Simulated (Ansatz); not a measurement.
Input file:

```
crystal:
  periodic: [false, false, false]
  atoms:
    - { symbol: C, position_ang: [-0.07312, 0.21972, 1.78404] }
    - { symbol: C, position_ang: [-0.33337, -0.00233, 0.61022] }
    - { symbol: S, position_ang: [-0.33123, 0.27558, -1.06286] }
    - { symbol: H, position_ang: [0.73771, -0.49297, -1.3314] }
magnetization:
  spin_polarized: true
  initial_magnetization: 1
basis:
  gaussian: { orbitals: "6-31G" }
hamiltonian:
  xc: r2scan
  dispersion: d4
relax:
  f_tol: 0.02
  max_steps: 50
output:
  orbitals: {}
```

Run with:

```sh
ansatz run input.yaml --threads 1 --pin off --max-ram 2048MiB --backend cpu --events-out ev --progress --plain --runs-dir out
```

The fields are those of the relaxed geometry.

Level of theory: UKS r2SCAN-D4/6-31G in Ansatz 0.2.0.

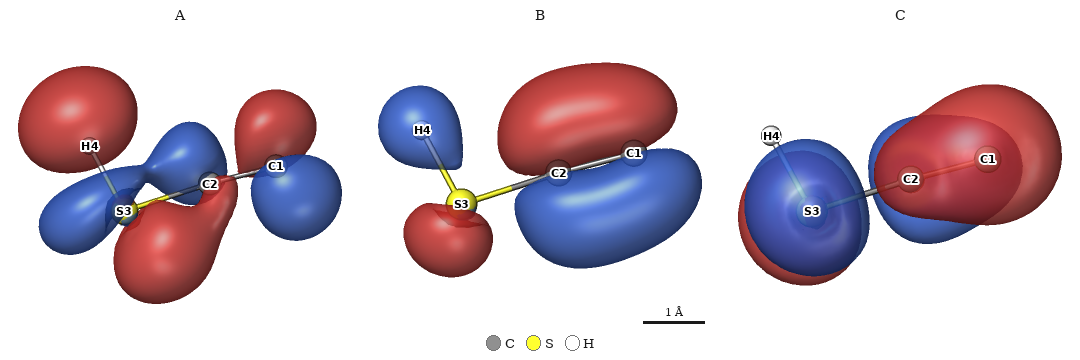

C$_{2}$HS (doublet). Three frontier orbitals at ±0.1 Å⁻³ᐟ² (blue and red are the two phases), in no order.

Which picture is the HOMO−1, the HOMO and the LUMO? All are α orbitals.

Answer. B is the HOMO−1 (α) (−7.32 eV). Its weight (Hirshfeld) is mainly on C2 (about 45 %), C1 (about 40 %) and S3 (about 10 %); π-bonding across C2–C1. C is the HOMO (α) (−6.83 eV). Its weight (Hirshfeld) is mainly on C1 (about 40 %), S3 (about 35 %) and C2 (about 25 %). A is the LUMO (α) (−1.31 eV). By Hirshfeld shares it lies mainly on S3 (about 35 %), H4 (about 25 %), C1 (about 25 %) and C2 (about 15 %).

What is the gap between the highest occupied and lowest empty α orbitals?

Answer. 5.52 eV between the orbital energies.
